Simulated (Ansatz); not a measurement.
BClFH···SiH₄

The calculation's input:

```
crystal:
  periodic: [false, false, false]
  atoms:
    - { symbol: B, position_ang: [-0.060102, 0.411793, -0.057362] }
    - { symbol: H, position_ang: [0.114899, 0.847189, 1.039646] }
    - { symbol: Cl, position_ang: [1.26141, 0.300429, -1.211083] }
    - { symbol: F, position_ang: [-1.269045, 0.093352, -0.466848] }
    - { symbol: Si, position_ang: [0.565013, -2.445078, 1.123987] }
    - { symbol: H, position_ang: [-0.276841, -2.934397, -0.005529] }
    - { symbol: H, position_ang: [2.009737, -2.65642, 0.822432] }
    - { symbol: H, position_ang: [0.190884, -3.151198, 2.38539] }
    - { symbol: H, position_ang: [0.325545, -0.997471, 1.299168] }
basis:
  gaussian: { orbitals: def2-SVP }
hamiltonian:
  xc: pbe0
relax:
  f_tol: 0.03
  max_steps: 50
output:
  orbitals: {}
```

Run with:

```sh
ansatz run input.yaml --threads 2 --pin off --max-ram 3072MiB --backend cpu --events-out ev --progress --plain --runs-dir out
```

The fields are those of the run's last geometry, not of the input's.

Method: RKS PBE0/def2-SVP (Ansatz 0.2.0).

> What can the converged electron density and electron localisation function tell about the bonding?

B–F (1.31 Å): the density is about 2.3 e/Å³ at the midpoint; the ELF peaks at about 0.85 between the atoms, as expected for a polar covalent bond.
B–Cl (1.75 Å): ρ is about 1.4 e/Å³ halfway; the ELF peaks at about 0.90 between the atoms, as expected for a shared but strongly polarised pair.
B–H (1.20 Å): the density is about 1.3 e/Å³ at the midpoint; the ELF climbs to about 1 towards the hydrogen, as it does in any bond to H; an ordinary covalent bond to hydrogen.

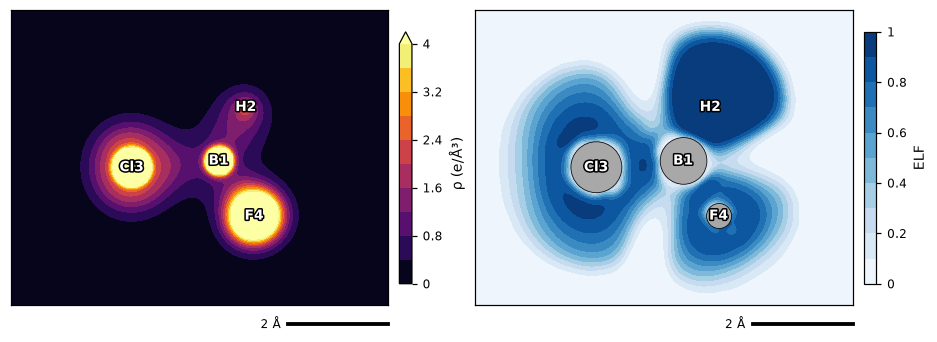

Computed electron density and electron localisation function on the plane of atoms Cl3, B1 and F4, in this order. Grey discs cover the atomic cores in the ELF map. 
